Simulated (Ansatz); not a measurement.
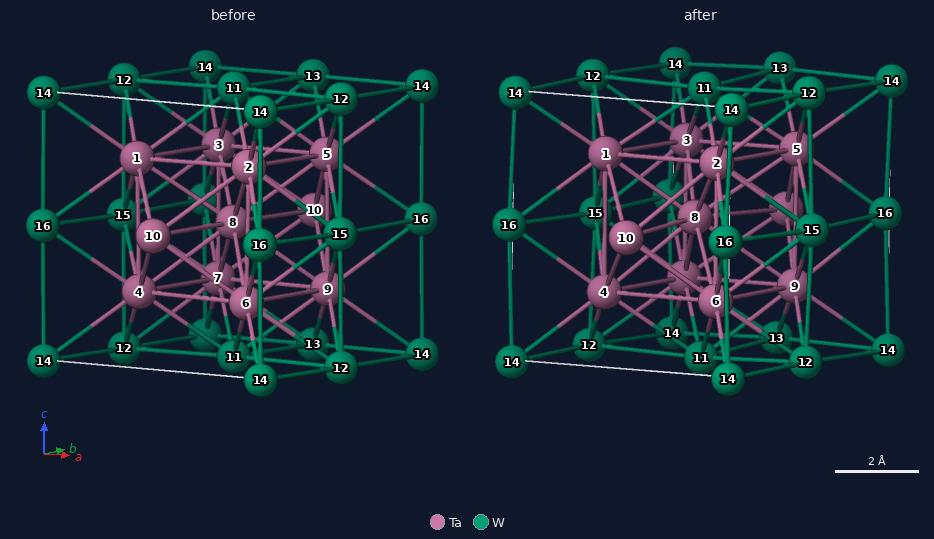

The structure of a crystal of Ta$_{5}$W$_{3}$ (a generated structure, set up in P1) (coarse preliminary run) before (left) and after (right) a relaxation, at one scale.

A ball-and-stick model of the cell of the calculation (origin shifted), seen from a free direction.

Case: elements placed on the bcc lattice with unlike neighbours.

Theory: DFT PBE, scalar-relativistic, plane waves, PAW in Ansatz 0.2.0. (plane-wave cutoff 420 eV; k-point mesh 2 × 2 × 2; occupations gaussian; smearing width 0.1 eV; mesh shifted by (0.5, 0.5, 0.5); no spin polarisation; cell and atoms relaxed; force threshold 0.04 eV/Å; at most 50 steps)

Q: Summarise the run.

A: Ta8 moves most relative to the cell: 0.16 Å along [−2 −3 1]. By element the largest moves are Ta 0.16 Å, W 0.11 Å. Cell: a 6.539 → 6.564 Å (+0.4 %), b 6.539 → 6.557 Å (+0.3 %), c 6.539 → 6.559 Å (+0.3 %), α 90.0° → 88.9°, β 90.0° → 89.0°, γ 90.0° → 91.0°. Volume +0.9 %. Some distances before and after: Ta8–Ta10 3.299 → 3.532 Å, Ta8–Ta10 (another image) 3.240 → 3.040 Å, Ta8–W15 3.237 → 3.430 Å, Ta5–Ta8 2.800 → 2.974 Å. Within 0.06 Å the space group is P1 at the start and C2/m at the end; at a tighter tolerance small leftover displacements or strains of the cell lower it. The energy falls by 27.1 meV per atom in 13 accepted moves (15 points after the start). Largest force component: 0.79 eV/Å at the start, 0.023 eV/Å at the end. Pressure: 2.08 GPa at the start and −0.01 GPa at the end. The line search rejected the trial step at point 1 of the run. The SCF was repeated once at an unchanged geometry on a basis and grid sized afresh for the cell, which shifted the energy by 0.1 meV per atom at most. The run took 75 s on 4 threads of Intel(R) Xeon(R) Platinum 8259CL CPU @ 2.50GHz (Skylake/Cascade Lake), on a shared host, peak memory 1 GiB.

Limits of the set-up: the k-point mesh is coarse for a cell with partly filled bands.
